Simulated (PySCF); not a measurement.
**CeO(OH): other functionals and bases at one geometry**

How far do other levels of theory move the description of CeO(OH), and what does each cost? The structure is generated, not taken from experiment.

Program: PySCF 2.14.0. Level of theory: several levels, as the steps say, no spin–orbit coupling. These are calculated values, not measurements.

1 further run of the same task is left out (for a known fault of the program).

### 1 Where the work starts

4 atoms, charge 0, spin multiplicity 1.

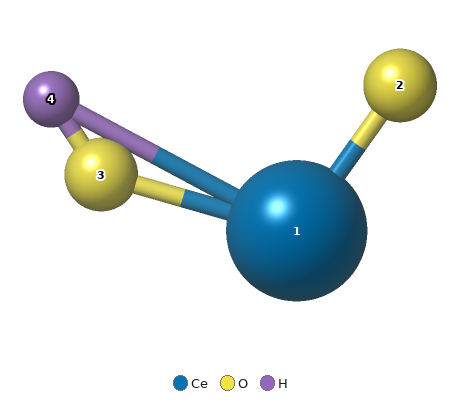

The structure; cerium blue, oxygen yellow, hydrogen purple; atoms are numbered from 1 in the order of the file.

As a file:

```
Ce    0.00513   -0.04157   -0.47683
O     1.27406    0.03065    0.93747
O    -1.99207    0.02254    0.34938
H    -2.42789    0.07687    1.20406
```

Formal oxidation states: Ce +3. Each metal's 1 4f electrons lie in its core potential, so multiplicities, spins and levels count the valence alone. An earlier session relaxed this geometry at PBE0, Ce lcecp-1-SVP with ECP47, O def2-SVP, H def2-SVP (singlet, point group Cs).

At PBE0 on the finer grid: E = -183.079110 Eh, HOMO -6.22 eV, LUMO -1.69 eV, Mulliken charge on Ce1 +0.86 e, largest force component 0.011 eV/Å. 

Levels to run: TPSS; B3LYP; PBE0, TZVP. Hardware: 2 threads of Arm Neoverse V1, shared host.

### 2 TPSS

Input file run.py (the lines that set the calculation):

```python
mol = gto.M(atom='''
Ce     0.00513    -0.04157    -0.47683
O      1.27406     0.03065     0.93747
O     -1.99207     0.02254     0.34938
H     -2.42789     0.07687     1.20406''',
    basis={'Ce': 'lcecp-1-SVP', 'O': 'def2-SVP', 'H': 'def2-SVP'},
    ecp={'Ce': 'lcecp-1-SVP'},
    charge=0, spin=0)
mf = dft.RKS(mol, xc='TPSS')
mf.grids.atom_grid = (75, 302)  # f atoms: unpruned, at least (60, 302)
mf = mf.density_fit()  # fitting sets: Ce AutoAux, O def2-universal-JKFIT, H def2-universal-JKFIT
mf.conv_tol = 1e-08; mf.max_cycle = 55
mf.kernel(dm0)  # dm0: the density of the relaxed state
```

Command:

```
$ OMP_NUM_THREADS=2 python run.py
```

Output:

```text
init E= -183.271481919006
  HOMO = -0.174515933303692  LUMO = -0.0778204787579106  gap/eV = 2.63122
cycle= 1 E= -183.271660184554  delta_E= -0.000178  |g|= 0.0751  |ddm|= 0.184
  HOMO = -0.193809773943297  LUMO = -0.0716968854476399  gap/eV = 3.32286
cycle= 2 E= -183.25545176914  delta_E= 0.0162  |g|= 0.278  |ddm|= 0.285
  HOMO = -0.17646620683476  LUMO = -0.0745736597542432  gap/eV = 2.77264
cycle= 3 E= -183.272922154902  delta_E= -0.0175  |g|= 0.0343  |ddm|= 0.202
  HOMO = -0.17830883366301  LUMO = -0.0753369365211292  gap/eV = 2.80201
cycle= 4 E= -183.273154198741  delta_E= -0.000232  |g|= 0.0155  |ddm|= 0.0343
  HOMO = -0.17816432243534  LUMO = -0.0759435337998475  gap/eV = 2.78157
cycle= 5 E= -183.273213233799  delta_E= -5.9e-05  |g|= 0.000996  |ddm|= 0.0146
  HOMO = -0.178010253094143  LUMO = -0.0758845191204109  gap/eV = 2.77898
cycle= 6 E= -183.273213441987  delta_E= -2.08e-07  |g|= 0.000244  |ddm|= 0.00114
  HOMO = -0.178014283256267  LUMO = -0.0758778816575791  gap/eV = 2.77927
cycle= 7 E= -183.27321345678  delta_E= -1.48e-08  |g|= 4.08e-05  |ddm|= 0.000209
  HOMO = -0.178016649520142  LUMO = -0.0758771869314998  gap/eV = 2.77936
cycle= 8 E= -183.273213457173  delta_E= -3.93e-10  |g|= 5.17e-06  |ddm|= 3.18e-05
  HOMO = -0.178018039200747  LUMO = -0.0758771141978904  gap/eV = 2.77940
Extra cycle  E= -183.273213457102  delta_E= 7.07e-11  |g|= 1.87e-05  |ddm|= 1.75e-05
converged SCF energy = -183.273213457102
```

Run time: 3.4 s. Hardware: 2 threads of Arm Neoverse V1, shared host.

Result: E = -183.273213 Eh, HOMO -4.84 eV, LUMO -2.06 eV, Mulliken charge on Ce1 +0.78 e, largest force component 0.895 eV/Å. 

### 3 B3LYP

Edit run.py (the lines that set the calculation) of step 2 so:

```diff
@@ -8,3 +8,3 @@
     charge=0, spin=0)
-mf = dft.RKS(mol, xc='TPSS')
+mf = dft.RKS(mol, xc='B3LYP')
 mf.grids.atom_grid = (75, 302)  # f atoms: unpruned, at least (60, 302)
```

Command:

```
$ OMP_NUM_THREADS=2 python run.py
```

Output:

```text
init E= -183.254976501778
  HOMO = -0.219892187041114  LUMO = -0.0721460833933065  gap/eV = 4.02038
cycle= 1 E= -183.255568366574  delta_E= -0.000592  |g|= 0.0358  |ddm|= 0.0931
  HOMO = -0.212555233463542  LUMO = -0.0731450684197306  gap/eV = 3.79354
cycle= 2 E= -183.253949096987  delta_E= 0.00162  |g|= 0.0951  |ddm|= 0.082
  HOMO = -0.220480091395824  LUMO = -0.0724773506693168  gap/eV = 4.02736
cycle= 3 E= -183.255757127067  delta_E= -0.00181  |g|= 0.015  |ddm|= 0.0706
  HOMO = -0.219770319840063  LUMO = -0.072772825959472  gap/eV = 4.00001
cycle= 4 E= -183.25580553728  delta_E= -4.84e-05  |g|= 0.00361  |ddm|= 0.0121
  HOMO = -0.219813155894709  LUMO = -0.0729664434558792  gap/eV = 3.99590
cycle= 5 E= -183.255808656963  delta_E= -3.12e-06  |g|= 0.000255  |ddm|= 0.00359
  HOMO = -0.21981573869963  LUMO = -0.0729646943987277  gap/eV = 3.99602
cycle= 6 E= -183.255808673895  delta_E= -1.69e-08  |g|= 0.000113  |ddm|= 0.000397
  HOMO = -0.219817115179577  LUMO = -0.072961981741301  gap/eV = 3.99613
cycle= 7 E= -183.255808676899  delta_E= -3e-09  |g|= 2.3e-05  |ddm|= 0.00011
  HOMO = -0.219827048811219  LUMO = -0.0729621853165447  gap/eV = 3.99640
Extra cycle  E= -183.255808676055  delta_E= 8.43e-10  |g|= 6.74e-05  |ddm|= 6.62e-05
converged SCF energy = -183.255808676055
```

It took 2.1 s on 2 threads of Arm Neoverse V1, shared host.

It gives: E = -183.255809 Eh, HOMO -5.98 eV, LUMO -1.99 eV, Mulliken charge on Ce1 +0.82 e, largest force component 0.551 eV/Å. 

### 4 PBE0, TZVP

Basis: Ce lcecp-1-TZVP with ECP47, O def2-TZVP, H def2-TZVP. 

Input file run.py (the lines that set the calculation):

```python
mol = gto.M(atom='''
Ce     0.00513    -0.04157    -0.47683
O      1.27406     0.03065     0.93747
O     -1.99207     0.02254     0.34938
H     -2.42789     0.07687     1.20406''',
    basis={'Ce': 'lcecp-1-TZVP', 'O': 'def2-TZVP', 'H': 'def2-TZVP'},
    ecp={'Ce': 'lcecp-1-TZVP'},
    charge=0, spin=0)
mf = dft.RKS(mol, xc='PBE0')
mf.grids.atom_grid = (75, 302)  # f atoms: unpruned, at least (60, 302)
mf = mf.density_fit()  # fitting sets: Ce AutoAux, O def2-universal-JKFIT, H def2-universal-JKFIT
mf.conv_tol = 1e-08; mf.max_cycle = 55
mf.kernel(dm0)  # dm0: free metal ions and neutral atoms
```

Command:

```
$ OMP_NUM_THREADS=2 python run.py
```

Output:

```text
init E= -187.698923248547
  HOMO = -0.202401952307806  LUMO = -0.0923462193974132  gap/eV = 2.99477
cycle= 1 E= -183.165988120497  delta_E= 4.53  |g|= 0.905  |ddm|= 1.93
  HOMO = -0.253261704621619  LUMO = -0.0501377423588707  gap/eV = 5.52728
cycle= 2 E= -183.020672990798  delta_E= 0.145  |g|=  1.2  |ddm|= 0.877
  HOMO = -0.195772468212417  LUMO = -0.0619753696243066  gap/eV = 3.64080
cycle= 3 E= -183.245138277742  delta_E= -0.224  |g|= 0.335  |ddm|= 0.699
  HOMO = -0.24445118276552  LUMO = -0.0602945426858597  gap/eV = 5.01116
cycle= 4 E= -183.252277136467  delta_E= -0.00714  |g|= 0.286  |ddm|= 0.298
  HOMO = -0.229887220288853  LUMO = -0.0622376881300042  gap/eV = 4.56198
cycle= 5 E= -183.268082647323  delta_E= -0.0158  |g|= 0.0163  |ddm|= 0.142
  HOMO = -0.228382712976965  LUMO = -0.0617699164962104  gap/eV = 4.53377
cycle= 6 E= -183.26813164047  delta_E= -4.9e-05  |g|= 0.00432  |ddm|= 0.0153
  HOMO = -0.228432393235825  LUMO = -0.0618694877206778  gap/eV = 4.53241
cycle= 7 E= -183.268135699806  delta_E= -4.06e-06  |g|= 0.000893  |ddm|= 0.00494
  HOMO = -0.2283884358222  LUMO = -0.0618472828675678  gap/eV = 4.53182
cycle= 8 E= -183.268135889266  delta_E= -1.89e-07  |g|= 0.000203  |ddm|= 0.000989
  HOMO = -0.228405629976541  LUMO = -0.0618339918389097  gap/eV = 4.53265
cycle= 9 E= -183.268135899449  delta_E= -1.02e-08  |g|= 5.46e-05  |ddm|= 0.000213
  HOMO = -0.228408631509596  LUMO = -0.0618378547765133  gap/eV = 4.53262
cycle= 10 E= -183.268135900238  delta_E= -7.89e-10  |g|= 8.21e-06  |ddm|= 6.26e-05
  HOMO = -0.228405706427851  LUMO = -0.061837570270626  gap/eV = 4.53255
Extra cycle  E= -183.268135900185  delta_E= 5.3e-11  |g|= 1.95e-05  |ddm|= 1.65e-05
converged SCF energy = -183.268135900185
```

It took 6.4 s on 2 threads of Arm Neoverse V1, shared host.

Read off: E = -183.268136 Eh, HOMO -6.22 eV, LUMO -1.68 eV, Mulliken charge on Ce1 +1.25 e, largest force component 0.245 eV/Å. 

### 5 Results

| level | state | HOMO (eV) | gap (eV) | charge on Ce1 (e) | dipole (D) | largest force (eV/Å) | basis functions | time |
| --- | --- | --- | --- | --- | --- | --- | --- | --- |
| PBE0 (relaxed here) | singlet | -6.22 | 4.53 | 0.86 | 6.02 | 0.01 | 66 | 4.6 s |
| TPSS | singlet | -4.84 | 2.78 | 0.78 | 5.66 | 0.90 | 66 | 3.4 s |
| B3LYP | singlet | -5.98 | 4.00 | 0.82 | 5.95 | 0.55 | 66 | 2.1 s |
| PBE0, TZVP | singlet | -6.22 | 4.53 | 1.25 | 6.30 | 0.24 | 115 | 6.4 s |

Times are on 2 threads of Arm Neoverse V1, shared host; the first row also made further properties.

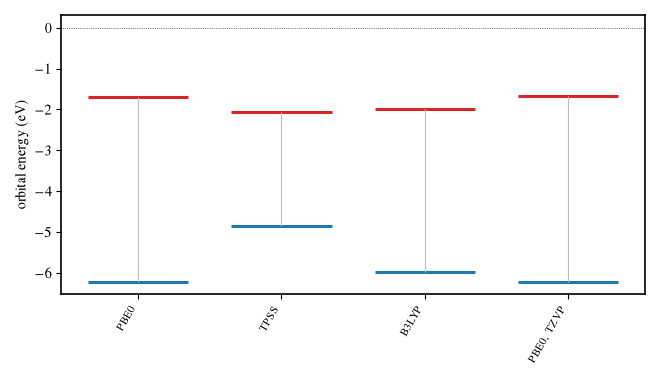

Highest filled and lowest empty level, method by method.

In one basis the HOMO–LUMO gap runs from 2.78 eV (TPSS) to 4.53 eV (PBE0). The largest leftover force, 0.90 eV/Å with TPSS, stands at a geometry relaxed at another level. The Mulliken charge on Ce spans +0.78 to +1.25 e over the levels. With 4f in the core, its levels are missing from HOMO and gap. Total energies of different levels can't be compared. Spin–orbit coupling is left out throughout.
